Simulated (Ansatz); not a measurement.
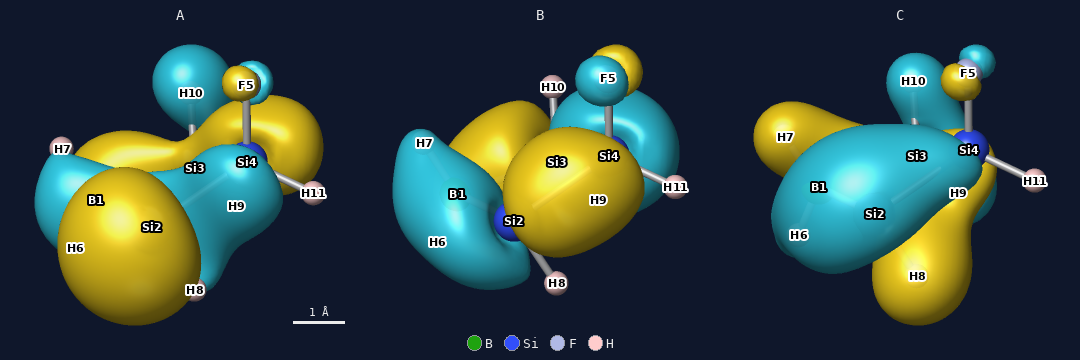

*BFH6Si3. Three frontier orbitals at ±0.08 Å⁻³ᐟ² (yellow and cyan are the two phases), in no order.*

These are results of RKS PBE0-D4/def2-SVP (Ansatz 0.2.0), not measurements.

```xyz
11

B     0.6808    1.6734   -0.1356
Si   -0.4796    0.5436   -1.2691
Si    0.7352   -0.2474    0.7524
Si   -1.3092   -1.2239   -0.1074
F    -2.5176   -1.0938    0.9734
H     1.6969    1.9937   -0.7103
H     0.1533    2.4125    0.6630
H     0.3460   -0.3738   -2.1515
H     1.9282   -1.1231    0.6091
H     0.2354   -0.0569    2.1437
H    -1.4041   -2.5615   -0.7472
```

Order the three orbitals by energy and name them.

C is the HOMO−1 (−8.19 eV). By Hirshfeld shares it lies mainly on Si2 (about 45 %), Si3 (about 15 %), B1 (about 10 %), H8 (about 10 %) and Si4 (about 10 %). B is the HOMO (−7.07 eV). By Hirshfeld shares it lies mainly on Si3 (about 25 %), Si4 (about 25 %), Si2 (about 20 %) and B1 (about 15 %). A is the LUMO (−2.71 eV). Its weight (Hirshfeld) is mainly on Si2 (about 45 %), Si4 (about 15 %), B1 (about 15 %) and Si3 (about 15 %).

What is the HOMO–LUMO gap?

4.36 eV between the orbital energies.
